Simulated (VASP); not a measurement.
Band structure of ZrS$_{2}$ (1T layered). Method: SCAN meta-GGA, VASP's PBE PAW potentials (set 64) (plane waves; VASP 6.6.1).

The path is coarsely sampled, so an indirect gap can come out somewhat too large.

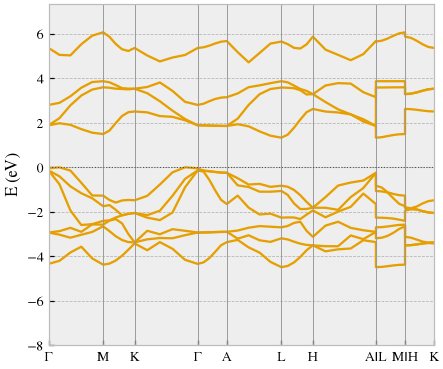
Fig. 1. Bands along high-symmetry lines, zero at the valence-band maximum or, without a gap, the Fermi level

Read the plot: is there a gap, and where are the band edges?

The gap is indirect, 1.33 eV, from the valence maximum at K-Γ at 0.80 to the conduction minimum at L.

The compound is ZrS2 in the 1T layered structure. It was relaxed first.
